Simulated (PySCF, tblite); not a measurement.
# C₂H₅BS₂: dynamics, then NMR shifts and electronic excitations on frames

Aim: move C₂H₅BS₂ (`B1SCCS1`) away from its starting geometry and see how NMR shifts and electronic excitations follow the geometry.

The runs use tblite 0.8.0 and PySCF 2.14.0, with density-fitted response routines of our own; the level of theory stands in each step. All values are computed, except where a source is named. Atoms are numbered from 0 throughout.

### 1 The molecule as given

10 atoms, charge 0, multiplicity 1; geometry from: GFN2-xTB.

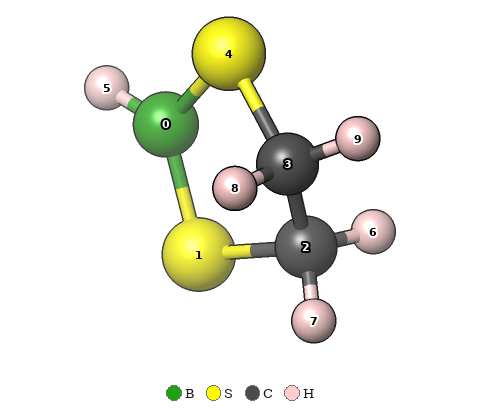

As it starts; boron green, sulfur yellow, carbon dark grey, hydrogen pink, atoms numbered.

### 2 A short Langevin run with GFN2-xTB

The job: settings as JSON, then the geometry in Å.

```
{"job": {"kind": "md", "xc": "GFN2-xTB", "basis": "xTB", "temperature": 300, "steps": 2000, "every": 50, "frames": 5}, "charge": 0, "multiplicity": 1}
B      1.792451     0.096760    -0.079804
S      0.874686    -1.112208    -0.997371
C     -0.742658    -0.764154    -0.186989
C     -0.801348     0.681543     0.249179
S      0.833109     1.204238     0.919850
H      2.951125     0.159078    -0.129884
H     -0.812215    -1.442063     0.664945
H     -1.528231    -0.999677    -0.902714
H     -1.015216     1.344351    -0.590648
H     -1.542820     0.836785     1.030909
```

Method: GFN2-xTB Langevin dynamics, gas phase.

Command:

```
$ OMP_NUM_THREADS=1 python probes_run.py task.json out
```

This one command runs all jobs of the session in turn.

Output:

```text
t/fs     T/K      E/eV
    0.0   254.2   -397.28264
   25.0   170.8   -397.07948
   50.0   201.7   -397.06132
   75.0   245.8   -397.04418
  100.0   160.7   -396.96890
  125.0   179.5   -397.09229
  150.0   170.8   -397.08495
  175.0   130.4   -397.04427
  200.0   279.2   -397.08182
  225.0   267.1   -397.03068
  250.0   246.8   -397.12159
  275.0   206.1   -397.04278
  300.0   186.5   -397.11184
  325.0   137.0   -397.02573
  350.0   224.4   -397.05660
  375.0   218.2   -397.07032
  400.0   177.5   -397.04164
  425.0   190.8   -397.04148
  450.0   247.1   -396.93576
  475.0   316.5   -397.05120
  500.0   283.4   -397.08148
  525.0   275.7   -397.05363
  550.0   242.4   -396.99420
  575.0   257.4   -397.16142
  600.0   244.4   -397.08397
  625.0   264.9   -397.03165
  650.0   226.4   -396.97075
  675.0   260.8   -397.02113
  700.0   262.0   -397.02673
  725.0   184.2   -396.93827
  750.0   251.7   -396.97772
  775.0   192.9   -396.93078
  800.0   274.3   -396.98849
  825.0   244.0   -396.81442
  850.0   323.7   -396.95960
  875.0   340.4   -396.92666
  900.0   315.5   -396.89297
  925.0   279.7   -396.89686
  950.0   303.3   -396.88091
  975.0   297.6   -397.00165
 1000.0   467.2   -397.07013
```

Wall time 14 s (1 thread of Intel Xeon Platinum 8259CL at 2.50GHz, shared host); peak memory 0.18 GiB.

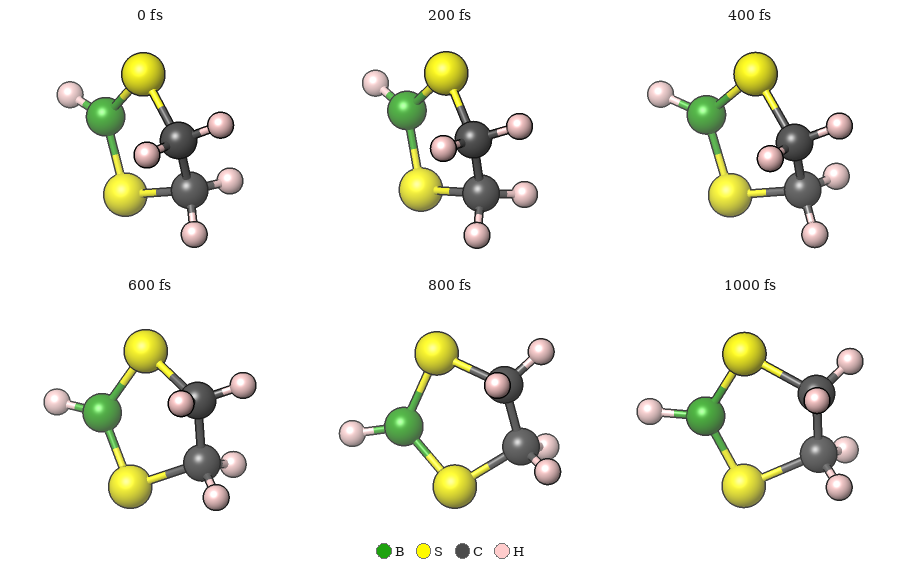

Frames of the run.

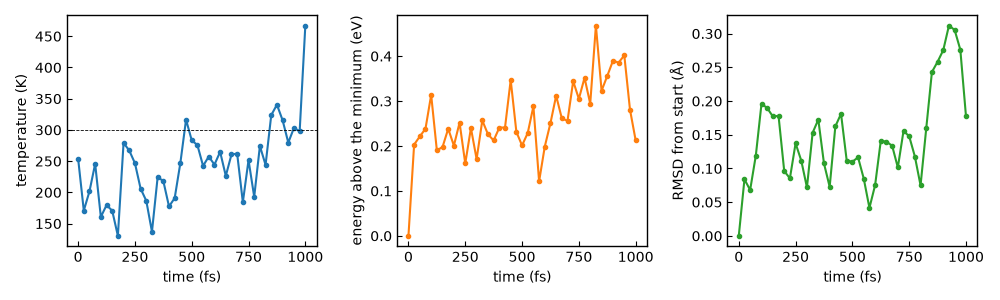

Temperature, potential energy and distance from the start.

Positions (Å) and forces (eV/Å) at 1000 fs:

```xyz
10

B     0.562    0.625   -0.280    1.545    0.649   -1.433
S    -0.460   -0.724   -0.774   -0.113    0.232    0.541
C    -1.509   -0.641    0.754    0.395    0.088    0.351
C    -1.420    0.669    1.537    1.016   -0.682   -0.085
S     0.147    1.547    1.151    0.241    0.214    0.055
H     1.520    1.002   -0.990   -1.179   -0.569    0.935
H    -1.233   -1.486    1.379    0.175   -0.106    0.000
H    -2.506   -0.781    0.420   -0.973   -0.224   -0.316
H    -2.192    1.349    1.242   -0.543    0.303    0.206
H    -1.328    0.487    2.614   -0.563    0.096   -0.255
```

### 3 Shielding tensors: 250 fs, PBE0/pcSseg-1

The job: settings as JSON, then the geometry in Å.

```
{"job": {"kind": "nmr", "xc": "PBE0", "basis": "pcSseg-1", "pop": false}, "charge": 0, "multiplicity": 1}
B      1.703500     0.301000    -0.104800
S      0.885600    -0.977000    -1.053000
C     -0.649500    -0.795900    -0.140600
C     -0.815400     0.692600     0.196200
S      0.728900     1.280700     0.967900
H      2.819200     0.541300    -0.236400
H     -0.622000    -1.324600     0.784800
H     -1.538300    -1.154700    -0.707400
H     -0.918900     1.244000    -0.755800
H     -1.642700     0.909200     0.865500
```

With the program's defaults for keys left out, this is: GIAO PBE0/pcSseg-1 NMR shielding, non-relativistic, gas phase.

Output:

```text
coarse grid: 9608 points
cycle   1  E = -900.0036482499  dE =  6.530e-01  |g| = 1.801e-01  |ddm| = 2.994e+00
cycle   2  E = -900.0100109930  dE = -6.363e-03  |g| = 1.299e-01  |ddm| = 4.970e-01
cycle   3  E = -900.0149520084  dE = -4.941e-03  |g| = 3.910e-02  |ddm| = 2.176e-01
cycle   4  E = -900.0153446374  dE = -3.926e-04  |g| = 1.517e-02  |ddm| = 5.495e-02
cycle   5  E = -900.0154073145  dE = -6.268e-05  |g| = 2.724e-03  |ddm| = 1.824e-02
cycle   6  E = -900.0154090237  dE = -1.709e-06  |g| = 9.884e-04  |ddm| = 4.160e-03
final grid: 83976 points
cycle   7  E = -900.0480465242  dE = -1.707e-05  |g| = 9.490e-03  |ddm| = 2.486e-02
cycle   8  E = -900.0480247388  dE =  2.179e-05  |g| = 1.318e-02  |ddm| = 2.032e-02
cycle   9  E = -900.0480688842  dE = -4.415e-05  |g| = 6.407e-04  |ddm| = 1.249e-02
cycle  10  E = -900.0480689788  dE = -9.462e-08  |g| = 1.667e-04  |ddm| = 8.415e-04
cycle  11  E = -900.0480689860  dE = -7.238e-09  |g| = 5.850e-05  |ddm| = 2.252e-04
cycle  12  E = -900.0480689870  dE = -9.863e-10  |g| = 1.453e-05  |ddm| = 7.454e-05
converged SCF energy = -900.0480689870

GIAO shielding tensors (ppm)
atom      isotropic    diamagn.    paramagn.     s11        s22        s33       span
  0 B       39.417     195.222    -155.806     -6.703     11.608    113.345    120.048
  1 S      435.006    1056.622    -621.617    275.735    432.845    596.437    320.702
  2 C      147.334     251.294    -103.959    116.562    159.488    165.953     49.391
  3 C      138.132     251.982    -113.849     96.679    151.926    165.792     69.114
  4 S      440.964    1057.361    -616.397    267.806    454.155    600.930    333.124
  5 H       25.209      28.385      -3.176     24.678     24.983     25.965      1.287
  6 H       29.776      31.525      -1.749     24.628     27.789     36.912     12.285
  7 H       28.280      29.537      -1.257     22.575     26.034     36.230     13.655
  8 H       28.673      30.616      -1.943     23.360     27.199     35.460     12.100
  9 H       28.466      30.534      -2.068     22.101     26.820     36.477     14.376
```

Run time: 11 s. Hardware: 1 thread of Intel Xeon Platinum 8259CL at 2.50GHz, shared host; peak memory 0.57 GiB.

Shifts follow as δ = σ(reference) − σ, with reference shieldings (ppm) from runs at the same level and on the same kind of geometry: ¹H TMS 31.72, ¹³C TMS 186.9, ¹¹B BF3·OEt2 100.1, ³³S CS2 504. The references are single molecules in the gas phase. Each atom is listed at this fixed geometry, with no averaging over motion; a spectrum would average atoms that exchange fast.

| atoms | environment | σ (ppm) | δ (ppm) |
| --- | --- | --- | --- |
| C3 | sp3 CH2 bonded to S | 138.1 | 48.8 |
| C2 | sp3 CH2 bonded to S | 147.3 | 39.6 |
| H5 | hydrogen on a boron bonded to 2 S, in a 5-membered ring | 25.21 | 6.51 |
| H7 | hydrogen on an sp3 CH2 bonded to S | 28.28 | 3.44 |
| H9 | hydrogen on an sp3 CH2 bonded to S | 28.47 | 3.25 |
| H8 | hydrogen on an sp3 CH2 bonded to S | 28.67 | 3.04 |
| H6 | hydrogen on an sp3 CH2 bonded to S | 29.78 | 1.94 |
| B0 | boron bonded to 2 S, H, in a 5-membered ring | 39.4 | 60.7 |
| S1 | sulfur bonded to C, B, in a 5-membered ring | 435 | 69 |
| S4 | sulfur bonded to C, B, in a 5-membered ring | 441 | 63 |

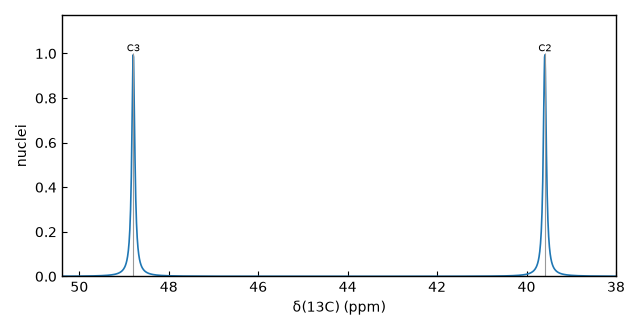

¹³C lines at the computed shifts, without couplings. Lines are broadened to a width of 0.08 ppm (Lorentzian).

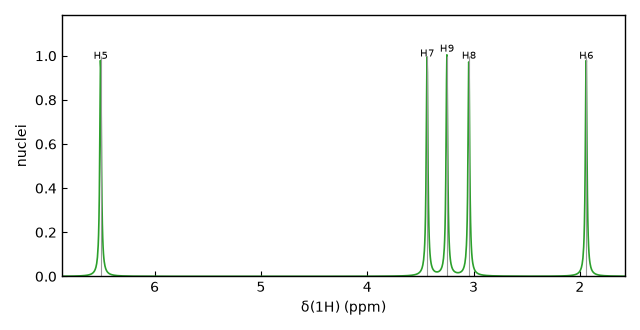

¹H lines at the computed shifts, without couplings. Lines are broadened to a width of 0.02 ppm (Lorentzian).

Ring of atoms B0, S1, C2, C3, S4: NICS(0) -6.8, NICS(1) -5.3, NICS(1)zz -3.9 ppm (means of both faces).

### 4 Ultraviolet spectrum: 250 fs, PBE0/def2-SVPD

The job, as its differences from that of step 3:

```diff
@@ -1,2 +1,2 @@
-{"job": {"kind": "nmr", "xc": "PBE0", "basis": "pcSseg-1", "pop": false}, "charge": 0, "multiplicity": 1}
+{"job": {"kind": "uv", "xc": "PBE0", "basis": "def2-SVPD", "nstates": 5, "ntriplets": 0}, "charge": 0, "multiplicity": 1}
 B      1.703500     0.301000    -0.104800
```

With the program's defaults for keys left out, this is: TDDFT PBE0/def2-SVPD, vertical, gas phase, core orbitals frozen in the response.

Output:

```text
coarse grid: 9608 points
cycle   1  E = -899.6921184255  dE =  6.146e-01  |g| = 1.752e-01  |ddm| = 4.160e+00
cycle   2  E = -899.6967008775  dE = -4.582e-03  |g| = 1.478e-01  |ddm| = 7.135e-01
cycle   3  E = -899.7035721119  dE = -6.871e-03  |g| = 4.199e-02  |ddm| = 3.008e-01
cycle   4  E = -899.7040671228  dE = -4.950e-04  |g| = 1.437e-02  |ddm| = 8.568e-02
cycle   5  E = -899.7041276851  dE = -6.056e-05  |g| = 2.840e-03  |ddm| = 2.526e-02
cycle   6  E = -899.7041299655  dE = -2.280e-06  |g| = 8.942e-04  |ddm| = 7.410e-03
final grid: 83976 points
cycle   7  E = -899.7906536149  dE = -1.637e-05  |g| = 9.417e-03  |ddm| = 6.659e-02
cycle   8  E = -899.7906300586  dE =  2.356e-05  |g| = 1.317e-02  |ddm| = 2.995e-02
cycle   9  E = -899.7906771833  dE = -4.712e-05  |g| = 7.839e-04  |ddm| = 1.861e-02
cycle  10  E = -899.7906773503  dE = -1.669e-07  |g| = 1.565e-04  |ddm| = 1.794e-03
cycle  11  E = -899.7906773570  dE = -6.759e-09  |g| = 6.166e-05  |ddm| = 3.134e-04
cycle  12  E = -899.7906773581  dE = -1.100e-09  |g| = 1.787e-05  |ddm| = 1.195e-04
cycle  13  E = -899.7906773582  dE = -1.091e-10  |g| = 2.525e-06  |ddm| = 3.730e-05
converged SCF energy = -899.7906773582

Static polarisability (au): isotropic 74.068, principal 57.897 78.107 86.199

Singlet excitations
state   eV       nm        f      main configurations
  1   5.1689    239.9   0.09925   H->L 0.96
  2   5.7414    215.9   0.00715   H->L+1 0.92
  3   6.4015    193.7   0.01217   H-1->L 0.70, H-2->L 0.27
  4   6.5256    190.0   0.00513   H->L+2 0.44, H->L+3 0.40
  5   6.6072    187.7   0.00527   H->L+2 0.47, H->L+3 0.41
```

Wall time 15 s (1 thread of Intel Xeon Platinum 8259CL at 2.50GHz, shared host); peak memory 0.71 GiB.

The orbitals next to the gap, with their largest atomic shares:

| orbital | eV | atoms |
| --- | --- | --- |
| HOMO−3 | -9.80 | B0 24 %, S4 20 %, S1 14 % |
| HOMO−2 | -9.01 | S1 40 %, S4 34 %, B0 14 % |
| HOMO−1 | -8.39 | S4 32 %, S1 31 %, B0 17 % |
| HOMO | -7.05 | S1 37 %, S4 36 %, B0 9 % |
| LUMO | -0.87 | B0 42 %, S4 23 %, S1 21 % |
| LUMO+1 | 0.03 | S4 27 %, S1 25 %, B0 11 % |
| LUMO+2 | 0.68 | S4 35 %, B0 24 %, S1 17 % |

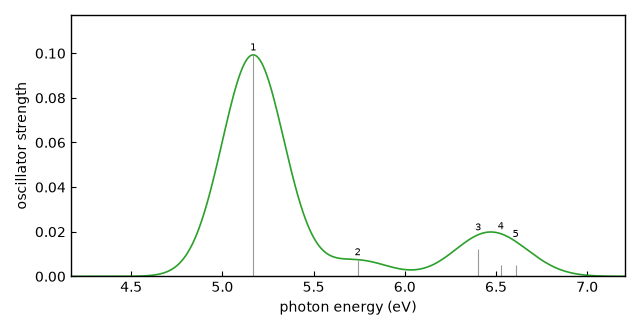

Absorption spectrum from the 5 singlet states computed; above the last one it falls off for lack of states. Lines are broadened to a width of 0.40 eV (Gaussian).

Ground-state properties from the same run:

| property | computed |
| --- | --- |
| dipole moment (D) | 2.24 |
| polarisability (Å³) | 10.98 |
| HOMO–LUMO gap (eV) | 6.19 |
| −ε(HOMO) (eV) | 7.05 |

### 5 NMR shieldings: 425 fs, PBE0/pcSseg-1

The job: settings as JSON, then the geometry in Å.

```
{"job": {"kind": "nmr", "xc": "PBE0", "basis": "pcSseg-1", "pop": false}, "charge": 0, "multiplicity": 1}
B      1.688900     0.180200    -0.086700
S      0.841800    -1.011200    -1.031700
C     -0.650200    -0.906300     0.149100
C     -0.829200     0.533600     0.467700
S      0.788600     1.066700     1.132200
H      2.858700     0.367700    -0.211700
H     -0.441400    -1.615100     0.985800
H     -1.523700    -1.326100    -0.413200
H     -1.002800     1.129200    -0.415300
H     -1.654500     0.723400     1.127200
```

Method: GIAO PBE0/pcSseg-1 NMR shielding, non-relativistic, gas phase.

Output:

```text
coarse grid: 9608 points
cycle   1  E = -899.9989891743  dE =  6.305e-01  |g| = 1.875e-01  |ddm| = 2.979e+00
cycle   2  E = -900.0042646892  dE = -5.276e-03  |g| = 1.553e-01  |ddm| = 5.516e-01
cycle   3  E = -900.0116094727  dE = -7.345e-03  |g| = 4.574e-02  |ddm| = 2.623e-01
cycle   4  E = -900.0121392169  dE = -5.297e-04  |g| = 1.773e-02  |ddm| = 5.930e-02
cycle   5  E = -900.0122186053  dE = -7.939e-05  |g| = 3.743e-03  |ddm| = 1.883e-02
cycle   6  E = -900.0122217573  dE = -3.152e-06  |g| = 1.721e-03  |ddm| = 5.917e-03
final grid: 83976 points
cycle   7  E = -900.0450002118  dE = -1.205e-05  |g| = 1.087e-02  |ddm| = 2.664e-02
cycle   8  E = -900.0449664477  dE =  3.376e-05  |g| = 1.569e-02  |ddm| = 2.383e-02
cycle   9  E = -900.0450300788  dE = -6.363e-05  |g| = 8.657e-04  |ddm| = 1.476e-02
cycle  10  E = -900.0450302627  dE = -1.839e-07  |g| = 2.308e-04  |ddm| = 1.116e-03
cycle  11  E = -900.0450302781  dE = -1.538e-08  |g| = 5.588e-05  |ddm| = 2.946e-04
cycle  12  E = -900.0450302789  dE = -8.656e-10  |g| = 1.565e-05  |ddm| = 7.290e-05
converged SCF energy = -900.0450302789

GIAO shielding tensors (ppm)
atom      isotropic    diamagn.    paramagn.     s11        s22        s33       span
  0 B       42.978     195.751    -152.773     -7.124     16.531    119.527    126.651
  1 S      384.752    1057.193    -672.441    288.371    333.551    532.334    243.962
  2 C      134.008     250.907    -116.899     95.809    152.090    154.126     58.317
  3 C      148.869     251.327    -102.459    122.476    158.225    165.904     43.428
  4 S      399.225    1056.861    -657.637    286.850    363.768    547.056    260.206
  5 H       24.825      27.549      -2.724     24.301     24.993     25.180      0.879
  6 H       28.215      29.597      -1.382     23.275     26.190     35.180     11.906
  7 H       27.625      29.488      -1.863     21.893     25.719     35.263     13.370
  8 H       29.456      31.250      -1.794     24.770     27.008     36.590     11.820
  9 H       29.093      30.187      -1.094     23.458     26.618     37.203     13.744
```

Run time: 10 s. Hardware: 1 thread of Intel Xeon Platinum 8259CL at 2.50GHz, shared host; peak memory 0.6 GiB.

In short: δ C2 52.9, C3 38.1, B0 57.1, S1 119, H5 6.89, H7 4.09 ppm.

### 6 Ultraviolet spectrum: 425 fs, PBE0/def2-SVPD

The job, as its differences from that of step 5:

```diff
@@ -1,2 +1,2 @@
-{"job": {"kind": "nmr", "xc": "PBE0", "basis": "pcSseg-1", "pop": false}, "charge": 0, "multiplicity": 1}
+{"job": {"kind": "uv", "xc": "PBE0", "basis": "def2-SVPD", "nstates": 5, "ntriplets": 0}, "charge": 0, "multiplicity": 1}
 B      1.688900     0.180200    -0.086700
```

With the program's defaults for keys left out, this is: TDDFT PBE0/def2-SVPD, vertical, gas phase, core orbitals frozen in the response.

Output:

```text
coarse grid: 9608 points
cycle   1  E = -899.6880854126  dE =  5.917e-01  |g| = 1.832e-01  |ddm| = 4.141e+00
cycle   2  E = -899.6912560168  dE = -3.171e-03  |g| = 1.714e-01  |ddm| = 7.924e-01
cycle   3  E = -899.7009024356  dE = -9.646e-03  |g| = 4.456e-02  |ddm| = 3.549e-01
cycle   4  E = -899.7014433364  dE = -5.409e-04  |g| = 1.637e-02  |ddm| = 8.282e-02
cycle   5  E = -899.7015145507  dE = -7.121e-05  |g| = 4.251e-03  |ddm| = 2.848e-02
cycle   6  E = -899.7015194729  dE = -4.922e-06  |g| = 1.314e-03  |ddm| = 1.133e-02
final grid: 83976 points
cycle   7  E = -899.7880378824  dE = -1.278e-05  |g| = 1.014e-02  |ddm| = 7.154e-02
cycle   8  E = -899.7880056288  dE =  3.225e-05  |g| = 1.477e-02  |ddm| = 3.280e-02
cycle   9  E = -899.7880656493  dE = -6.002e-05  |g| = 9.569e-04  |ddm| = 2.122e-02
cycle  10  E = -899.7880659008  dE = -2.515e-07  |g| = 2.146e-04  |ddm| = 2.138e-03
cycle  11  E = -899.7880659144  dE = -1.355e-08  |g| = 7.033e-05  |ddm| = 4.146e-04
cycle  12  E = -899.7880659159  dE = -1.484e-09  |g| = 1.686e-05  |ddm| = 1.429e-04
cycle  13  E = -899.7880659160  dE = -9.322e-11  |g| = 3.469e-06  |ddm| = 3.848e-05
converged SCF energy = -899.7880659160

Static polarisability (au): isotropic 75.137, principal 58.567 80.749 86.097

Singlet excitations
state   eV       nm        f      main configurations
  1   5.3633    231.2   0.10494   H->L 0.95
  2   5.5303    224.2   0.00423   H->L+1 0.94
  3   6.3547    195.1   0.01137   H-1->L 0.61, H-2->L 0.17, H->L+2 0.10
  4   6.3945    193.9   0.00888   H->L+2 0.45, H->L+3 0.17, H-1->L 0.16
  5   6.6475    186.5   0.00251   H->L+3 0.51, H->L+2 0.37
```

Wall time 14 s (1 thread of Intel Xeon Platinum 8259CL at 2.50GHz, shared host); peak memory 0.71 GiB.

In short: HOMO -7.12 eV, LUMO -0.75 eV; lowest singlet 5.36 eV.

### 7 Shielding tensors: 625 fs, PBE0/pcSseg-1

The job: settings as JSON, then the geometry in Å.

```
{"job": {"kind": "nmr", "xc": "PBE0", "basis": "pcSseg-1", "pop": false}, "charge": 0, "multiplicity": 1}
B      1.565400    -0.082500    -0.369100
S      0.282000    -1.193900    -1.027300
C     -0.972200    -0.928500     0.339800
C     -0.642600     0.323800     1.197200
S      1.135600     0.747500     1.185500
H      2.623300     0.026100    -0.701600
H     -0.996700    -1.875700     0.856700
H     -1.924600    -0.887900    -0.188500
H     -1.212400     1.146800     0.784700
H     -1.019400     0.109200     2.220500
```

Method: GIAO PBE0/pcSseg-1 NMR shielding, non-relativistic, gas phase.

Output:

```text
coarse grid: 9608 points
cycle   1  E = -899.9991144914  dE =  4.675e-01  |g| = 1.708e-01  |ddm| = 2.935e+00
cycle   2  E = -900.0060437987  dE = -6.929e-03  |g| = 1.115e-01  |ddm| = 4.856e-01
cycle   3  E = -900.0096043328  dE = -3.561e-03  |g| = 3.891e-02  |ddm| = 2.238e-01
cycle   4  E = -900.0099175393  dE = -3.132e-04  |g| = 1.728e-02  |ddm| = 5.184e-02
cycle   5  E = -900.0099962924  dE = -7.875e-05  |g| = 3.072e-03  |ddm| = 1.764e-02
cycle   6  E = -900.0099987634  dE = -2.471e-06  |g| = 6.852e-04  |ddm| = 4.335e-03
final grid: 83976 points
cycle   7  E = -900.0434528573  dE = -1.742e-05  |g| = 8.635e-03  |ddm| = 2.494e-02
cycle   8  E = -900.0434346727  dE =  1.818e-05  |g| = 1.198e-02  |ddm| = 1.829e-02
cycle   9  E = -900.0434718850  dE = -3.721e-05  |g| = 5.474e-04  |ddm| = 1.122e-02
cycle  10  E = -900.0434719538  dE = -6.882e-08  |g| = 1.970e-04  |ddm| = 8.102e-04
cycle  11  E = -900.0434719646  dE = -1.083e-08  |g| = 5.838e-05  |ddm| = 2.528e-04
cycle  12  E = -900.0434719656  dE = -1.001e-09  |g| = 1.467e-05  |ddm| = 7.193e-05
cycle  13  E = -900.0434719657  dE = -6.185e-11  |g| = 2.327e-06  |ddm| = 2.157e-05
converged SCF energy = -900.0434719657

GIAO shielding tensors (ppm)
atom      isotropic    diamagn.    paramagn.     s11        s22        s33       span
  0 B       37.006     194.719    -157.713     -6.755     11.881    105.893    112.648
  1 S      388.690    1056.781    -668.091    266.965    335.277    563.828    296.863
  2 C      139.166     250.620    -111.453     84.471    159.996    173.032     88.561
  3 C      144.813     248.990    -104.177     96.279    162.048    176.112     79.833
  4 S      384.450    1056.433    -671.983    230.484    326.631    596.236    365.752
  5 H       25.272      29.186      -3.914     23.335     26.029     26.452      3.117
  6 H       28.482      30.679      -2.197     22.137     27.604     35.704     13.567
  7 H       28.067      30.648      -2.582     22.098     27.057     35.045     12.948
  8 H       28.595      30.560      -1.965     22.242     27.533     36.009     13.766
  9 H       27.889      28.561      -0.672     21.951     26.424     35.293     13.342
```

Wall time 11 s (1 thread of Intel Xeon Platinum 8259CL at 2.50GHz, shared host); peak memory 0.6 GiB.

Key values: δ C2 47.8, C3 42.1, B0 63.1, S4 119, H5 6.45, H9 3.83 ppm.

### 8 TDDFT and polarisability: 625 fs, PBE0/def2-SVPD

The job, as its differences from that of step 7:

```diff
@@ -1,2 +1,2 @@
-{"job": {"kind": "nmr", "xc": "PBE0", "basis": "pcSseg-1", "pop": false}, "charge": 0, "multiplicity": 1}
+{"job": {"kind": "uv", "xc": "PBE0", "basis": "def2-SVPD", "nstates": 5, "ntriplets": 0}, "charge": 0, "multiplicity": 1}
 B      1.565400    -0.082500    -0.369100
```

With the program's defaults for keys left out, this is: TDDFT PBE0/def2-SVPD, vertical, gas phase, core orbitals frozen in the response.

Output:

```text
coarse grid: 9608 points
cycle   1  E = -899.6884492860  dE =  4.281e-01  |g| = 1.610e-01  |ddm| = 4.125e+00
cycle   2  E = -899.6942652897  dE = -5.816e-03  |g| = 1.173e-01  |ddm| = 6.741e-01
cycle   3  E = -899.6986553311  dE = -4.390e-03  |g| = 3.856e-02  |ddm| = 2.816e-01
cycle   4  E = -899.6990358452  dE = -3.805e-04  |g| = 1.826e-02  |ddm| = 7.844e-02
cycle   5  E = -899.6991321295  dE = -9.628e-05  |g| = 3.033e-03  |ddm| = 2.969e-02
cycle   6  E = -899.6991348182  dE = -2.689e-06  |g| = 6.997e-04  |ddm| = 8.159e-03
final grid: 83976 points
cycle   7  E = -899.7863797743  dE = -1.561e-05  |g| = 9.140e-03  |ddm| = 6.645e-02
cycle   8  E = -899.7863567423  dE =  2.303e-05  |g| = 1.286e-02  |ddm| = 2.906e-02
cycle   9  E = -899.7864028415  dE = -4.610e-05  |g| = 6.856e-04  |ddm| = 1.835e-02
cycle  10  E = -899.7864029699  dE = -1.284e-07  |g| = 1.858e-04  |ddm| = 1.642e-03
cycle  11  E = -899.7864029795  dE = -9.604e-09  |g| = 6.984e-05  |ddm| = 3.795e-04
cycle  12  E = -899.7864029810  dE = -1.465e-09  |g| = 1.994e-05  |ddm| = 1.445e-04
cycle  13  E = -899.7864029811  dE = -1.346e-10  |g| = 2.783e-06  |ddm| = 4.061e-05
converged SCF energy = -899.7864029811

Static polarisability (au): isotropic 75.992, principal 57.628 81.652 88.696

Singlet excitations
state   eV       nm        f      main configurations
  1   5.0055    247.7   0.09670   H->L 0.95
  2   5.4295    228.4   0.00691   H->L+1 0.91
  3   6.1731    200.8   0.00859   H->L+2 0.73, H-2->L 0.14
  4   6.2034    199.9   0.00120   H-2->L 0.52, H-1->L 0.25, H->L+2 0.20
  5   6.4029    193.6   0.00356   H->L+3 0.80, H-1->L+1 0.12
```

Run time: 14 s. Hardware: 1 thread of Intel Xeon Platinum 8259CL at 2.50GHz, shared host; peak memory 0.71 GiB.

Key values: HOMO -6.88 eV, LUMO -0.90 eV; lowest singlet 5.01 eV.

(Part 1 of 2 ends here.)
